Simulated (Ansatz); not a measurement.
```xyz
13

C    -0.3938    0.0422    2.1608
B     0.3993   -0.9256    1.2148
B     1.4041   -0.6077    0.0103
In    0.2011   -0.3834   -1.9001
N    -0.7225    1.3917   -2.1681
H    -0.2149    1.1068    2.0069
H    -0.1174   -0.2045    3.1940
H    -1.4710   -0.1460    2.1013
H     0.1496   -2.1094    1.3103
H     2.5900   -0.5383   -0.1124
H    -0.1330   -1.4864   -3.1801
H    -0.5577    2.1996   -1.5905
H    -1.1338    1.6611   -3.0472
```

Geometry: PBE0-D4/def2-TZVP; core potentials replace the inner electrons of In.

Theory: RKS PBE0-D4/def2-TZVPP in Ansatz.

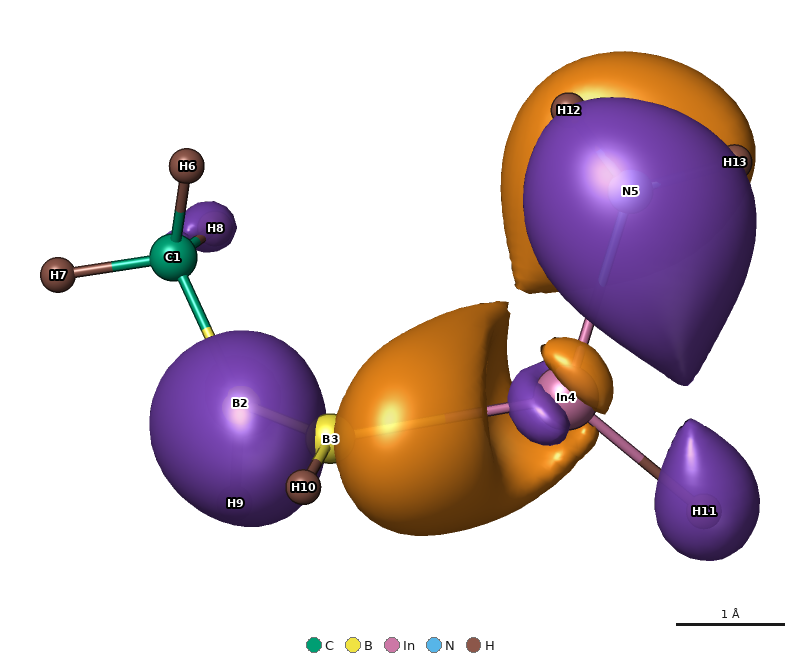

CH8B2InN (SMILES CB[BH][InH][NH2]). The HOMO at ±0.1 Å⁻³ᐟ² (orange and purple are the two phases), seen at a tilt.

> What is the character of this orbital?

By Hirshfeld shares it lies mainly on N5 (about 50 %), In4 (about 15 %), B3 (about 15 %) and B2 (about 5 %). Its energy is −6.79 eV.
